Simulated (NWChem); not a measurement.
# C2H8Si (SiEtH3) at 3 levels

We compute a comparison of 3 runs (HF/def2-SVP, M06-2X/6-31G**, PBE0/def2-SVP) of C2H8Si (SiEtH3). 

Program for the calculation: NWChem 7.3.0.

## (1) The structure to begin with

C2H8Si: 11 atoms, total charge 0, spin state singlet. SMILES: `[H][Si]([H])([H])CC`. Geometry: relaxed at GFN2-xTB.

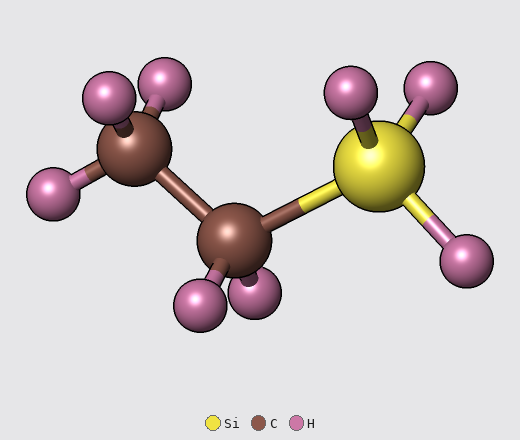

The structure, seen from a chosen angle (silicon yellow, carbon brown, hydrogen pink).

## (2) Energy and forces at HF/def2-SVP (run 1)

Input file run.py:

```python
from ase import Atoms
from ase.calculators.nwchem import NWChem

molecule = Atoms(['Si', 'C', 'C', 'H', 'H', 'H', 'H', 'H', 'H', 'H', 'H'], positions=[
    [-0.305440, -0.417630, -1.398980],
    [-0.287510, -0.416870, 0.502940],
    [0.524350, 0.732830, 1.090360],
    [0.119170, -1.361270, 0.869600],
    [-1.310740, -0.357840, 0.879710],
    [0.505600, 0.708020, 2.179840],
    [1.562010, 0.673650, 0.768570],
    [0.123950, 1.691430, 0.766640],
    [1.069910, -0.448540, -1.903060],
    [-0.970690, 0.795280, -1.883150],
    [-1.030600, -1.599060, -1.872470],
])

calc = NWChem(
    label='c2h8si',
    theory='scf',
    memory='2200 mb',
    basis='def2-SVP',
    basispar='spherical bse',
    scf={'nopen': '0', 'rhf': None, 'thresh': '1e-08', 'maxiter': '80'},
)
molecule.calc = calc

forces = molecule.get_forces()
e = molecule.get_potential_energy()
print(f"E = {e:.6f} eV")
print("forces (eV/A):")
for s, f in zip(molecule.symbols, forces):
    print(f"{s:2s} {f[0]:10.5f} {f[1]:10.5f} {f[2]:10.5f}")
print("dipole (e A):", molecule.get_dipole_moment().round(4))
```

Run with:

```bash
$ export ASE_NWCHEM_COMMAND="nwchem PREFIX.nwi > PREFIX.nwo"
$ python run.py
```

Log:

```text
E = -10045.766869 eV
forces (eV/A):
Si   -0.12017   -0.16944    0.77442
C     0.05559    0.08166   -0.08793
C    -0.03430   -0.04237    0.03018
H    -0.03265   -0.16424   -0.09287
H    -0.13488   -0.09343   -0.09225
H     0.04710    0.07261    0.06880
H     0.17684    0.09446    0.02725
H     0.02792    0.20389    0.03173
H     0.35085   -0.00668   -0.20379
H    -0.15416    0.30771   -0.19885
H    -0.18214   -0.28421   -0.25675
dipole (e A): [2.200e-03 1.000e-04 1.196e-01]
```

The calculator wrote c2h8si.nwi:

```
title "c2h8si"

permanent_dir c2h8si

scratch_dir c2h8si

start c2h8si

geometry units angstrom nocenter noautosym noautoz
  Si -3.0543999999999999e-01 -4.1763000000000000e-01 -1.3989799999999999e+00
  C  -2.8750999999999999e-01 -4.1687000000000002e-01 5.0294000000000005e-01
  C  5.2434999999999998e-01 7.3282999999999998e-01 1.0903600000000000e+00
  H  1.1917000000000000e-01 -1.3612700000000000e+00 8.6960000000000004e-01
  H  -1.3107400000000000e+00 -3.5783999999999999e-01 8.7970999999999999e-01
  H  5.0560000000000005e-01 7.0801999999999998e-01 2.1798400000000000e+00
  H  1.5620099999999999e+00 6.7364999999999997e-01 7.6856999999999998e-01
  H  1.2395000000000000e-01 1.6914300000000000e+00 7.6663999999999999e-01
  H  1.0699099999999999e+00 -4.4853999999999999e-01 -1.9030600000000000e+00
  H  -9.7069000000000005e-01 7.9527999999999999e-01 -1.8831500000000001e+00
  H  -1.0306000000000000e+00 -1.5990599999999999e+00 -1.8724700000000001e+00
end

memory 2200 mb

basis spherical bse noprint
   * library def2-SVP
end

scf
  nopen 0
  rhf
  thresh 1e-08
  maxiter 80
end

task scf gradient
```

c2h8si.nwo:

```text
Northwest Computational Chemistry Package (NWChem) 7.3.0
             --------------------------------------------------------

           Job information
           ---------------

    nwchem branch   = 7.3.0
    use scalapack   = T
    input           = c2h8si.nwi
    prefix          = c2h8si.
    data base       = c2h8si/c2h8si.db
    status          = startup
    nproc           =        1

           Memory information
           ------------------

[... 5 lines left out ...]
    hardfail = no
[... 139 lines left out ...]
         Quadratically convergent ROHF
[... 14 lines left out ...]
       Final RHF  results
[... 4 lines left out ...]
      Two-electron energy =    249.604234061881
[... 36 lines left out ...]
                       ROHF Final Molecular Orbital Analysis
[... 237 lines left out ...]
                 ----------------------------------------
                 |  Time  |  1-e(secs)   |  2-e(secs)   |
                 ----------------------------------------
                 |  CPU   |       0.01   |       2.34   |
                 ----------------------------------------
                 |  WALL  |       0.01   |       2.34   |
                 ----------------------------------------

 Task  times  cpu:       14.5s     wall:       14.5s
 Total times  cpu:       14.6s     wall:       14.6s
```

Run time: 16 s. Hardware: 1 thread of Intel Xeon 6975P-C (Granite Rapids), shared host; peak memory 0.1 GiB.

## (3) Energy and forces at M06-2X/6-31G(d,p) (spherical functions) (run 2)

Input file run.nw:

```
start run
title "C2H8Si M06-2X"
memory 2200 mb

geometry units bohr noautosym nocenter noautoz
  Si    -0.57719795    -0.78920632    -2.64368905
  C     -0.54331516    -0.78777013     0.95041886
  C      0.99087789     1.38484800     2.06048178
  H      0.22519866    -2.57242748     1.64330584
  H     -2.47693962    -0.67621960     1.66241097
  H      0.95544553     1.33796389     4.11930060
  H      2.95177110     1.27301400     1.45238681
  H      0.23423155     3.19633946     1.44873964
  H      2.02183688    -0.84761776    -3.59626220
  H     -1.83433825     1.50286139    -3.55863775
  H     -1.94755174    -3.02178546    -3.53845548
end

basis spherical bse
  * library 6-31G**
end

dft
  xc m06-2x
  grid xfine
  convergence energy 1e-08
  maxiter 100
  mulliken
  print low
end

task dft gradient
```

Run with:

```bash
$ nwchem run.nw > run.out
```

Log:

```text
[...]
 d= 0,ls=0.0,diis     1   -370.3980232933 -4.83D+02  3.85D-03  1.46D-01     6.0
[...]
 d= 0,ls=0.0,diis     8   -370.4199007440 -2.92D-09  1.04D-06  2.63D-08    44.1
         Total DFT energy =     -370.419900744033
      One electron energy =     -732.190470424635
           Coulomb energy =      283.849998128362
    Exchange-Corr. energy =      -34.724346141817
 Nuclear repulsion energy =      112.644917694057
[...]
                         DFT ENERGY GRADIENTS
    atom               coordinates                        gradient
                 x          y          z           x          y          z
   1 Si     -0.577198  -0.789206  -2.643689    0.001472   0.002032  -0.016752
   2 C      -0.543315  -0.787770   0.950419   -0.000175  -0.000279   0.003959
   3 C       0.990878   1.384848   2.060482    0.000552   0.000667   0.000686
   4 H       0.225199  -2.572427   1.643306    0.000131   0.003637   0.001403
   5 H      -2.476940  -0.676220   1.662411    0.003220   0.001452   0.001373
   6 H       0.955446   1.337964   4.119301   -0.000723  -0.001153  -0.002422
   7 H       2.951771   1.273014   1.452387   -0.004163  -0.001345   0.000383
   8 H       0.234232   3.196339   1.448740    0.000153  -0.004484   0.000271
   9 H       2.021837  -0.847618  -3.596262   -0.006497   0.000022   0.003295
  10 H      -1.834338   1.502861  -3.558638    0.002756  -0.005675   0.003237
  11 H      -1.947552  -3.021785  -3.538455    0.003273   0.005127   0.004567
[...]
```

It took 57 s on 1 thread of Intel Xeon 6975P-C (Granite Rapids), shared host; peak memory 0.15 GiB.

## (4) Energy and gradient at PBE0/def2-SVP (run 3)

Input file mol.nw:

```
start mol
title "C2H8Si PBE0"
memory stack 880 mb heap 220 mb global 1100 mb
charge 0

geometry noautosym nocenter noautoz
Si    -0.305440    -0.417630    -1.398980
C     -0.287510    -0.416870     0.502940
C      0.524350     0.732830     1.090360
H      0.119170    -1.361270     0.869600
H     -1.310740    -0.357840     0.879710
H      0.505600     0.708020     2.179840
H      1.562010     0.673650     0.768570
H      0.123950     1.691430     0.766640
H      1.069910    -0.448540    -1.903060
H     -0.970690     0.795280    -1.883150
H     -1.030600    -1.599060    -1.872470
end

basis "ao basis" spherical bse
Si library def2-SVP
C library def2-SVP
H library def2-SVP
end

dft
xc pbe0
grid xfine
convergence energy 1e-08
iterations 100
mulliken
print medium
end

task dft gradient
```

Run with:

```bash
$ nwchem mol.nw > mol.out
```

Log:

```text
[...]
          Wavefunction type:  closed shell.
          No. of atoms     :    11
          No. of electrons :    34
[...]
          Charge           :     0
          Spin multiplicity:     1
[...]
          AO basis - number of functions:    86
[...]
              XC Information
              --------------
                         PBE0 Method XC Functional
                     Hartree-Fock (Exact) Exchange  0.250
          PerdewBurkeErnzerhof Exchange Functional  0.750
            Perdew 1991 LDA Correlation Functional  1.000 local
           PerdewBurkeErnz. Correlation Functional  1.000 non-local
[...]
 d= 0,ls=0.0,diis     1   -370.1128440905 -4.83D+02  4.87D-03  1.72D-01     6.0
[...]
 d= 0,ls=0.0,diis     8   -370.1351398956 -3.97D-09  3.21D-07  6.10D-10    40.3
         Total DFT energy =     -370.135139895574
      One electron energy =     -731.882569868401
           Coulomb energy =      283.626362504838
    Exchange-Corr. energy =      -34.523858338822
 Nuclear repulsion energy =      112.644925806811
[...]
      Total Density - Mulliken Population Analysis
     ---------------------------------------------
    Atom       Charge   Shell Charges
 -----------   ------   -------------------------------------------------------
    1 Si  14    13.63   2.00  1.98  1.03  0.21  5.93  1.33  0.97  0.18
    2 C    6     6.34   1.99  0.89  0.29  2.11  1.04  0.03
    3 C    6     6.08   1.99  0.89  0.17  2.12  0.89  0.03
    4 H    1     0.93   0.74  0.17  0.02
    5 H    1     0.93   0.74  0.17  0.02
    6 H    1     0.96   0.74  0.19  0.02
    7 H    1     0.95   0.74  0.19  0.02
    8 H    1     0.95   0.74  0.19  0.02
    9 H    1     1.08   0.74  0.32  0.01
   10 H    1     1.07   0.74  0.32  0.01
[...]
  wavefunction    = closed shell
[...]
```

Run time: 49 s. Hardware: 1 thread of Intel Xeon 6975P-C (Granite Rapids), shared host; peak memory 0.15 GiB.

## (5) Overview of the runs

| run | level | iteration cap | module | energy (Eh) | dipole moment (D) | HOMO energy (eV) | LUMO energy (eV) | wall time |
| --- | --- | --- | --- | --- | --- | --- | --- | --- |
| 1 | HF/def2-SVP | 80 | scf | -369.175126 | 0.57 | -11.61 | 4.27 | 16 s |
| 2 | M06-2X/6-31G** (spherical functions) | 100 | dft | -370.419901 | – | – | – | 57 s |
| 3 | PBE0/def2-SVP | 100 | dft | -370.135140 | 0.67 | -8.45 | 1.19 | 49 s |

## (6) Results

```
                       quantity          value
            run 3: total energy  -370.13514 Eh
           run 3: dipole moment         0.67 D
             run 3: HOMO energy       -8.45 eV
             run 3: LUMO energy        1.19 eV
           run 3: HOMO–LUMO gap        9.64 eV
run 3: largest force on an atom     1.045 eV/Å
```

Totals of different functionals can't be ranked against each other. All runs together took 2 min, the longest 57 s.
